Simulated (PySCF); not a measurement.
**C4H10BF3N2: NMR shifts in solvents**

Aim: compute the NMR shifts of C4H10BF3N2 (`CC(C)(B(N)N)C(F)(F)F`), and see what a dielectric continuum does where one was used.

Computed with PySCF 2.14.0, with density-fitted response routines of our own, on a single molecule, in the gas phase or a continuum. Atoms are numbered from 0 throughout.

**1. Starting geometry**

20 atoms, charge 0, multiplicity 1; geometry from: GFN2-xTB.

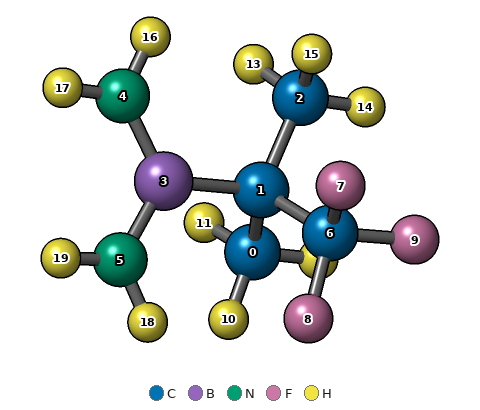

As it starts; carbon blue, boron purple, nitrogen teal, fluorine pink, hydrogen yellow, atoms numbered.

**2. Optimising the geometry at PBE0-D3(BJ)/def2-SVP**

Job settings and geometry (Å):

```
{"job": {"xc": "PBE0", "basis": "def2-SVP", "d3": "d3bj", "grid": 1, "kind": "geom"}, "charge": 0, "multiplicity": 1}
C     -1.034904    -0.773399    -1.184753
C     -0.422327     0.097790    -0.077657
C     -1.362269     0.102618     1.135977
B      1.090226    -0.393214     0.282467
N      1.407397    -0.809926     1.578534
N      2.058182    -0.433421    -0.725602
C     -0.366590     1.527225    -0.594956
F      0.203076     2.377179     0.280832
F      0.335293     1.659810    -1.738715
F     -1.580714     2.049377    -0.866689
H     -0.422109    -0.750159    -2.082180
H     -1.098652    -1.801465    -0.839545
H     -2.035664    -0.426104    -1.439244
H     -1.441564    -0.902453     1.541251
H     -2.358722     0.435500     0.848331
H     -0.988534     0.770626     1.908955
H      0.766773    -0.791692     2.349173
H      2.327773    -1.116819     1.837938
H      1.909165    -0.101099    -1.660247
H      3.009017    -0.709696    -0.556907
```

The log of the run:

```text
step   0  E = -591.39771412  max force = 0.013165
step   1  E = -591.39930997  max force = 0.006822
step   2  E = -591.39978342  max force = 0.003108
step   3  E = -591.39986564  max force = 0.001846
step   4  E = -591.39996619  max force = 0.001850
step   5  E = -591.40002083  max force = 0.000595
step   6  E = -591.40006223  max force = 0.000613
step   7  E = -591.40007311  max force = 0.000529
step   8  E = -591.40007605  max force = 0.000399
optimisation converged
```

It took 3.8 min on 1 thread, shared host.

Relaxation path:

```tsv
step	energy from step 0 (eV)	largest force component (eV/Å)
0	0.0000	0.6770
1	-0.0434	0.3508
2	-0.0563	0.1598
3	-0.0585	0.0949
4	-0.0613	0.0951
5	-0.0628	0.0306
6	-0.0639	0.0315
7	-0.0642	0.0272
8	-0.0643	0.0205
```

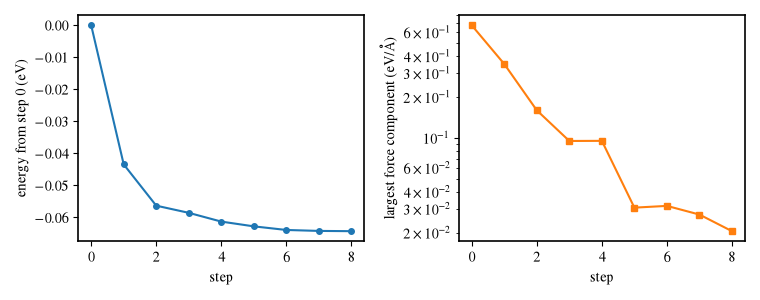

Energy and force, step by step.

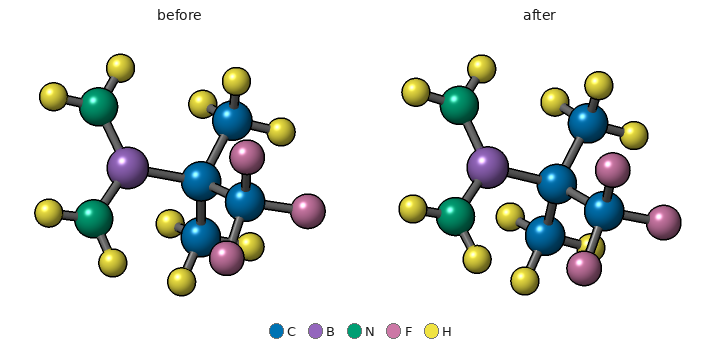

The geometry before (left) and after (right).

Close pairs (by a distance rule), those that changed most:

```tsv
bond	before (Å)	after (Å)	change (Å)
B3–N4	1.398	1.413	+0.015
B3–N5	1.398	1.413	+0.014
C2–H13	1.087	1.100	+0.014
C0–H11	1.086	1.100	+0.014
C0–H12	1.089	1.102	+0.013
C2–H15	1.088	1.100	+0.012
C0–H10	1.087	1.099	+0.012
C2–H14	1.089	1.100	+0.011
```

The final coordinates are the input of the step that follows.

```tsv
at the end point	value
point group (found at 0.08 Å tolerance)	C1
rotational constants (GHz, main isotopes)	1.750, 1.117, 1.000
dipole moment (D)	3.04
```

**3. Shielding tensors: PBE0/pcSseg-1 in acetone**

Job settings and geometry (Å):

```
{"job": {"kind": "nmr", "xc": "PBE0", "basis": "pcSseg-1", "solvent": "acetone", "pop": true}, "charge": 0, "multiplicity": 1}
C     -0.909045    -0.984224    -1.097199
C     -0.435240     0.076152    -0.093429
C     -1.368546     0.085617     1.121130
B      1.098246    -0.248323     0.319981
N      1.380405    -0.677174     1.636311
N      2.114446    -0.167243    -0.657750
C     -0.508454     1.442971    -0.747203
F     -0.014012     2.403021     0.046117
F      0.179912     1.501162    -1.904085
F     -1.765151     1.805721    -1.050786
H     -0.292610    -0.992899    -2.006450
H     -0.845259    -1.983581    -0.642245
H     -1.956863    -0.812348    -1.393043
H     -1.342155    -0.892690     1.623930
H     -2.411133     0.270073     0.821012
H     -1.084239     0.858748     1.850477
H      0.682295    -0.721849     2.362181
H      2.308055    -0.920812     1.952990
H      1.948895     0.228394    -1.570919
H      3.090044    -0.335797    -0.457885
```

With the program's defaults for keys left out, this is: GIAO PBE0/pcSseg-1 NMR shielding, non-relativistic, IEF-PCM acetone.

The log of the run:

```text
coarse grid: 17016 points
cycle   1  E = -591.5270673110  dE =  1.307e+00  |g| = 9.807e-01  |ddm| = 3.784e+00
cycle   2  E = -591.4058001877  dE =  1.213e-01  |g| = 1.342e+00  |ddm| = 1.248e+00
cycle   3  E = -591.7036295265  dE = -2.978e-01  |g| = 8.012e-02  |ddm| = 7.219e-01
cycle   4  E = -591.7046525355  dE = -1.023e-03  |g| = 4.352e-02  |ddm| = 9.871e-02
cycle   5  E = -591.7050528389  dE = -4.003e-04  |g| = 6.375e-03  |ddm| = 3.764e-02
cycle   6  E = -591.7050611256  dE = -8.287e-06  |g| = 1.642e-03  |ddm| = 5.962e-03
final grid: 166560 points
cycle   7  E = -591.7776083532  dE = -8.335e-05  |g| = 1.116e-02  |ddm| = 4.482e-02
cycle   8  E = -591.7775946976  dE =  1.366e-05  |g| = 1.419e-02  |ddm| = 1.741e-02
cycle   9  E = -591.7776351308  dE = -4.043e-05  |g| = 8.661e-04  |ddm| = 9.227e-03
cycle  10  E = -591.7776352329  dE = -1.021e-07  |g| = 3.476e-04  |ddm| = 6.999e-04
cycle  11  E = -591.7776352524  dE = -1.953e-08  |g| = 7.585e-05  |ddm| = 2.383e-04
cycle  12  E = -591.7776352535  dE = -1.085e-09  |g| = 2.478e-05  |ddm| = 7.103e-05
cycle  13  E = -591.7776352536  dE = -1.187e-10  |g| = 6.437e-06  |ddm| = 2.132e-05
converged SCF energy = -591.7776352536

GIAO shielding tensors (ppm)
atom      isotropic    diamagn.    paramagn.     s11        s22        s33       span
  0 C      162.462     247.276     -84.813    144.714    156.441    186.232     41.518
  1 C      153.809     251.994     -98.185    144.589    145.398    171.438     26.848
  2 C      165.432     247.985     -82.553    152.850    157.434    186.013     33.163
  3 B       72.422     194.091    -121.669     46.563     60.508    110.194     63.632
  4 N      200.143     318.238    -118.095    149.269    214.348    236.813     87.544
  5 N      201.163     319.176    -118.013    150.310    213.893    239.286     88.976
  6 C       46.826     247.196    -200.370     36.310     40.366     63.803     27.493
  7 F      264.310     476.232    -211.922    177.965    268.885    346.079    168.114
  8 F      264.095     476.524    -212.429    175.179    278.227    338.879    163.700
  9 F      273.864     474.166    -200.302    184.421    291.186    345.984    161.563
 10 H       29.857      31.014      -1.157     25.399     28.599     35.573     10.174
 11 H       30.284      30.500      -0.216     26.207     27.929     36.717     10.510
 12 H       30.140      30.365      -0.225     26.019     28.040     36.362     10.343
 13 H       30.182      31.723      -1.542     26.058     28.504     35.984      9.926
 14 H       30.182      30.633      -0.450     25.716     28.743     36.087     10.371
 15 H       29.964      31.232      -1.268     26.625     27.166     36.102      9.477
 16 H       28.581      32.582      -4.001     21.090     29.242     35.412     14.322
 17 H       28.719      29.976      -1.257     22.368     25.293     38.495     16.127
 18 H       28.373      32.831      -4.458     20.812     29.290     35.018     14.206
 19 H       28.658      30.235      -1.577     22.251     25.226     38.496     16.245
```

It took 65 s on 1 thread, shared host.

Shifts follow as δ = σ(reference) − σ, with reference shieldings (ppm) from runs at the same level and on the same kind of geometry: ¹H TMS 31.24, ¹³C TMS 185.4, ¹⁹F CFCl3 180.4, ¹⁵N NH3 268.4, ¹¹B BF3·OEt2 101.3. The references are single molecules in the same continuum, so shifts against H2O, NH3, PH3, H3PO4 or CFCl3 are not on the usual liquid scales and can be off by tens of ppm. Atoms listed in one row are averaged.

```tsv
atoms	environment	σ (ppm)	δ (ppm)
C6	CF3 carbon	46.8	138.6
C1	fully substituted sp3 carbon bonded to B	153.8	31.6
C0, C2	methyl carbon	163.9	21.5
H16, H17, H18, H19	hydrogen on a nitrogen bonded to B	28.58	2.66
H10, H11, H12, H13, H14, H15	hydrogen on a methyl carbon	30.10	1.14
B3	boron bonded to C, 2 N	72.4	28.9
N4, N5	nitrogen bonded to B, 2 H	200.7	67.8
F7, F8, F9	fluorine of a CF3 group	267.4	-87.0
```

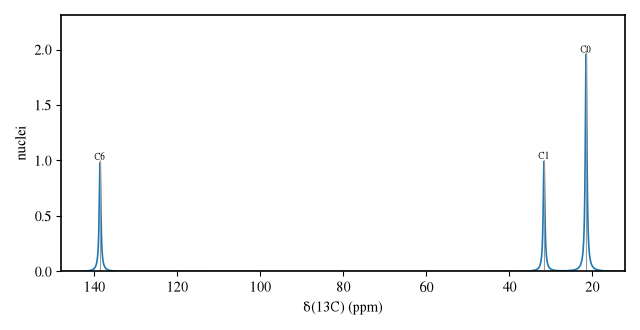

¹³C lines at the computed shifts, without couplings. Lines are broadened to a width of 0.47 ppm (Lorentzian).

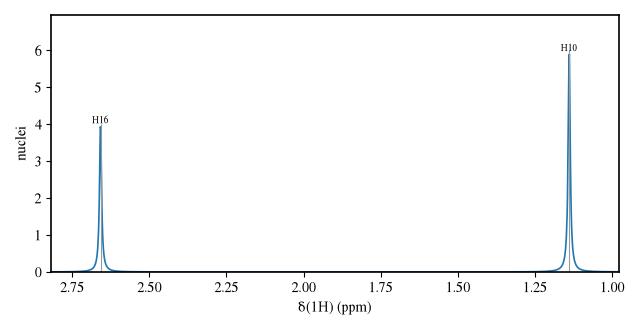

¹H lines at the computed shifts, without couplings. Lines are broadened to a width of 0.01 ppm (Lorentzian).

Charges from the same density, by scheme (e):

```tsv
atoms	Mulliken	IAO	Hirshfeld	ESP fit
C0, C2	-0.21	-0.41	-0.12	-0.56
C1	-0.75	-0.14	-0.07	0.28
B3	0.53	0.26	0.14	0.50
N4, N5	-0.49	-0.59	-0.27	-1.05
C6	0.88	0.80	0.26	0.49
F7, F8, F9	-0.28	-0.29	-0.09	-0.21
```

Mulliken charges:

C0 -0.20; C1 -0.75; C2 -0.22; B3 0.53; N4 -0.49; N5 -0.50; C6 0.88; F7 -0.28; F8 -0.29; F9 -0.28; H10 0.12; H11 0.13; H12 0.12; H13 0.13; H14 0.13; H15 0.13; H16 0.21; H17 0.21; H18 0.21; H19 0.21

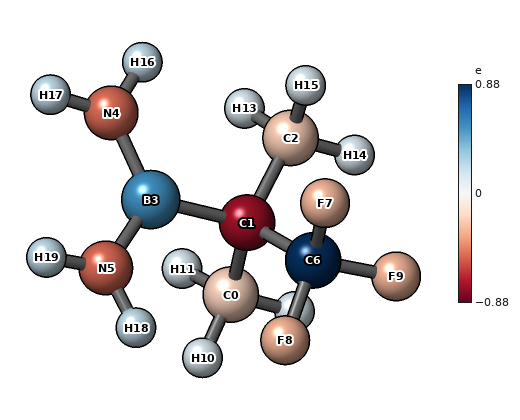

Mulliken charges, as colours on the atoms.

Mayer bond orders: C0–C1 1.02, C1–C2 1.03, C1–B3 0.79, B3–N4 1.28, B3–N5 1.27, C1–C6 0.97, C6–F7 0.98, C6–F8 0.97, C6–F9 0.99.

**4. NMR shieldings: PBE0/pcSseg-1 in dichloromethane**

Settings changed since step 3:

```diff
@@ -1,2 +1,2 @@
-{"job": {"kind": "nmr", "xc": "PBE0", "basis": "pcSseg-1", "solvent": "acetone", "pop": true}, "charge": 0, "multiplicity": 1}
+{"job": {"kind": "nmr", "xc": "PBE0", "basis": "pcSseg-1", "solvent": "dichloromethane", "pop": false}, "charge": 0, "multiplicity": 1}
 C     -0.909045    -0.984224    -1.097199
```

Level: GIAO PBE0/pcSseg-1 NMR shielding, non-relativistic, IEF-PCM dichloromethane.

The log of the run:

```text
coarse grid: 17016 points
cycle   1  E = -591.5257410162  dE =  1.308e+00  |g| = 9.815e-01  |ddm| = 3.784e+00
cycle   2  E = -591.4039117191  dE =  1.218e-01  |g| = 1.344e+00  |ddm| = 1.250e+00
cycle   3  E = -591.7026200286  dE = -2.987e-01  |g| = 8.043e-02  |ddm| = 7.242e-01
cycle   4  E = -591.7036513814  dE = -1.031e-03  |g| = 4.365e-02  |ddm| = 9.934e-02
cycle   5  E = -591.7040543707  dE = -4.030e-04  |g| = 6.444e-03  |ddm| = 3.796e-02
cycle   6  E = -591.7040628560  dE = -8.485e-06  |g| = 1.645e-03  |ddm| = 6.097e-03
final grid: 166560 points
cycle   7  E = -591.7766196624  dE = -8.331e-05  |g| = 1.115e-02  |ddm| = 4.483e-02
cycle   8  E = -591.7766058852  dE =  1.378e-05  |g| = 1.421e-02  |ddm| = 1.744e-02
cycle   9  E = -591.7766464119  dE = -4.053e-05  |g| = 8.682e-04  |ddm| = 9.266e-03
cycle  10  E = -591.7766465141  dE = -1.022e-07  |g| = 3.495e-04  |ddm| = 7.008e-04
cycle  11  E = -591.7766465338  dE = -1.973e-08  |g| = 7.577e-05  |ddm| = 2.382e-04
cycle  12  E = -591.7766465348  dE = -1.071e-09  |g| = 2.491e-05  |ddm| = 7.105e-05
cycle  13  E = -591.7766465350  dE = -1.221e-10  |g| = 6.380e-06  |ddm| = 2.129e-05
converged SCF energy = -591.7766465350

GIAO shielding tensors (ppm)
atom      isotropic    diamagn.    paramagn.     s11        s22        s33       span
  0 C      162.394     247.239     -84.846    144.690    156.377    186.115     41.426
  1 C      153.850     251.977     -98.127    144.629    145.466    171.454     26.825
  2 C      165.371     247.990     -82.619    152.823    157.327    185.963     33.140
  3 B       72.436     194.090    -121.654     46.675     60.419    110.213     63.538
  4 N      200.222     318.137    -117.916    149.745    214.000    236.920     87.175
  5 N      201.017     319.079    -118.062    150.255    213.631    239.164     88.909
  6 C       46.902     247.124    -200.222     36.521     40.556     63.629     27.109
  7 F      263.986     476.186    -212.200    177.613    268.511    345.833    168.220
  8 F      264.085     476.499    -212.413    175.232    278.131    338.893    163.661
  9 F      273.643     474.135    -200.492    184.222    290.905    345.801    161.579
 10 H       29.857      31.010      -1.153     25.401     28.599     35.571     10.170
 11 H       30.299      30.511      -0.212     26.225     27.950     36.723     10.498
 12 H       30.142      30.362      -0.220     26.025     28.041     36.358     10.333
 13 H       30.219      31.764      -1.544     26.104     28.550     36.004      9.899
 14 H       30.175      30.628      -0.453     25.709     28.738     36.079     10.370
 15 H       29.962      31.232      -1.270     26.629     27.163     36.093      9.464
 16 H       28.628      32.617      -3.988     21.134     29.309     35.441     14.306
 17 H       28.780      30.019      -1.238     22.435     25.376     38.530     16.094
 18 H       28.385      32.842      -4.457     20.818     29.318     35.019     14.202
 19 H       28.712      30.272      -1.561     22.318     25.305     38.513     16.195
```

It took 63 s on 1 thread, shared host.

In short: δ C6 138.4, C1 31.5, C0 21.4, B3 28.8, H16 2.62, H10 1.13 ppm (means over like atoms).

**5. Comparing the runs: NMR shifts**

Shifts (ppm) of some atoms, chosen among heavy atoms and hydrogens apart, means over like atoms, with basis size and wall time:

```tsv
run	C6	C1	H16	H10	B3	N4	F7	functions	time
PBE0/pcSseg-1 in acetone	138.6	31.6	2.66	1.14	28.9	67.8	-87.0	220	65 s
PBE0/pcSseg-1 in dichloromethane	138.4	31.5	2.62	1.13	28.8	67.6	-87.2	220	63 s
```

The continuum's effect on the ground state:

```tsv
solvent	ε	polarisation energy (Eh)	μ (D)
dichloromethane	8.93	-0.0091	3.59
acetone	20.49	-0.0103	3.65
```

**6. Summary of results**

```
                                                                          quantity                  value
                                                                       point group                     C1
                                              rotational constants (main isotopes)   1.75, 1.12, 1.00 GHz
  ¹³C shifts against TMS (PBE0/pcSseg-1, acetone, means over atoms taken as alike)  138.6, 31.6, 21.5 ppm
   ¹H shifts against TMS (PBE0/pcSseg-1, acetone, means over atoms taken as alike)         2.66, 1.14 ppm
                              ¹¹B shifts against BF3·OEt2 (PBE0/pcSseg-1, acetone)               28.9 ppm
  ¹⁵N shifts against NH3 (PBE0/pcSseg-1, acetone, means over atoms taken as alike)               67.8 ppm
¹⁹F shifts against CFCl3 (PBE0/pcSseg-1, acetone, means over atoms taken as alike)              -87.0 ppm
                                                          range of the shift of N4       67.6 to 67.8 ppm
```

In words: Over 8 steps the energy fell by 0.064 eV; of the close pairs, B3–N4 changed most, 1.398 to 1.413 Å. No frequency check was run at this level, so the end point may be a saddle. At PBE0/pcSseg-1: Shielding is most anisotropic at F7, F8, F9 (span 164 ppm, paramagnetic term -208 ppm). Across the 2 runs the shift of N4 (with its like atoms) moves most, between 67.6 (PBE0/pcSseg-1 in dichloromethane) and 67.8 ppm (PBE0/pcSseg-1 in acetone). Most of that comes from the computed reference, not from the atom's own shielding. The continuum holds electrostatics alone: no hydrogen bonds to the solvent, and the gas-phase geometry is kept.
